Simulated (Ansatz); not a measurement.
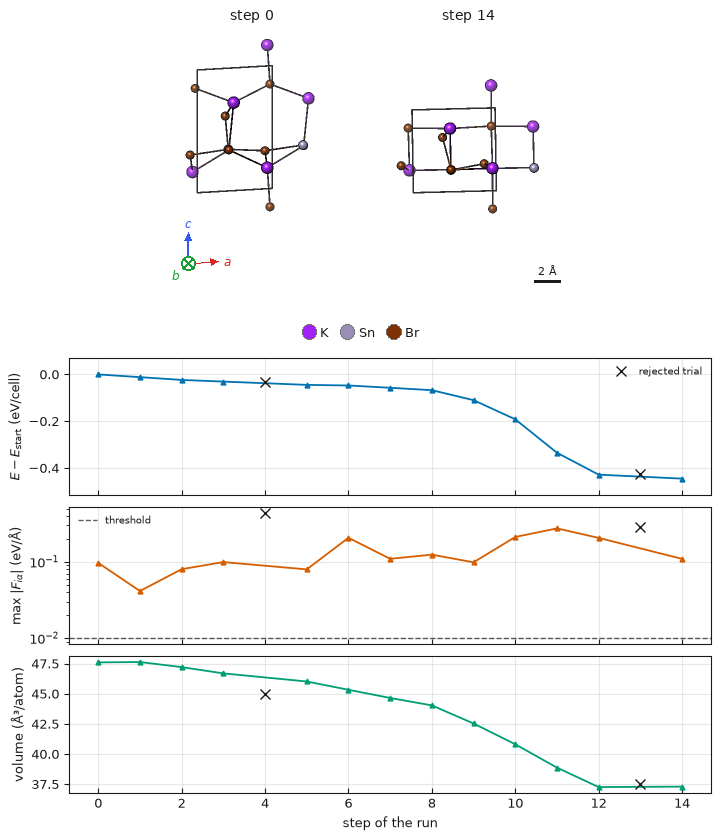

First and last geometry of a relaxation of a crystal of K2SnBr4 (built on the Al2ZnSe4-6 type type), with the history of the run. Style: ball-and-stick. Shown: the cell of the calculation, along the b axis.

All numbers below come from Ansatz, DFT, r2SCAN+rVV10, plane waves, PAW. Set-up: plane-wave cutoff 500 eV; k-point mesh 4 × 4 × 4; occupations fermi dirac; smearing width 0.03 eV; no spin polarisation; cell and atoms relaxed; force threshold 0.01 eV/Å; at most 120 steps.

Did the run converge, and what did it change?

Answer. The run was cut off at its time limit before the relaxation converged, so the last structure is only a point on the way. A K atom moves most relative to the cell: 0.67 Å along [1 0 3]. Largest moves by element: K 0.67 Å, Sn 0.57 Å, Br 0.49 Å. Cell: a 5.824 → 6.455 Å (+10.8 %), b 6.008 → 6.283 Å (+4.6 %), c 9.540 → 6.438 Å (−32.5 %), β 86.7° → 89.6°. Volume −21.6 %. Some distances before and after: Br–K 6.510 → 3.280 Å, Br–K 5.878 → 3.237 Å, Br–Sn 2.990 → 3.890 Å, Br–K 3.693 → 3.201 Å. New bonds form, among them: Br–K (5.88 → 3.24 Å), Br–K (6.51 → 3.28 Å). Bonds break, among them: Br–Sn (2.99 → 3.89 Å). Among the angles between lasting bonds that change: Br–K–Br 123.7° → 178.7°, K–Br–K 123.7° → 178.7°, K–Br–K 132.5° → 176.0°. The space group stays Pm (No. 6). The energy falls by 0.445 eV per cell of the calculation in 12 accepted moves (14 points after the start). The largest force component goes from 0.097 to 0.11 eV/Å. Pressure: 0.10 GPa at the start and 0.11 GPa at the end. The line search rejected the trial steps at points 4, 13 of the run.

```tsv
step	E − E(0), meV/atom	largest force component, eV/Å	pressure, GPa	volume, Å³/atom	note
0	0.00	0.0970	0.10	47.607	
1	-1.67	0.0414	-0.04	47.636	
2	-3.36	0.0801	-0.12	47.215	
3	-4.37	0.0992	-0.14	46.693	
4	-4.40	0.4368	0.41	44.997	rejected
5	-6.38	0.0796	-0.06	46.022	
6	-6.75	0.2067	0.16	45.334	
7	-8.15	0.1096	0.08	44.654	
8	-9.61	0.1242	-0.02	44.040	
9	-15.70	0.0986	-0.09	42.537	
10	-27.37	0.2118	0.02	40.816	
11	-47.79	0.2745	-0.06	38.876	
12	-61.15	0.2061	0.20	37.262	
13	-60.94	0.2835	-0.32	37.543	rejected
14	-63.57	0.1094	0.11	37.301
```
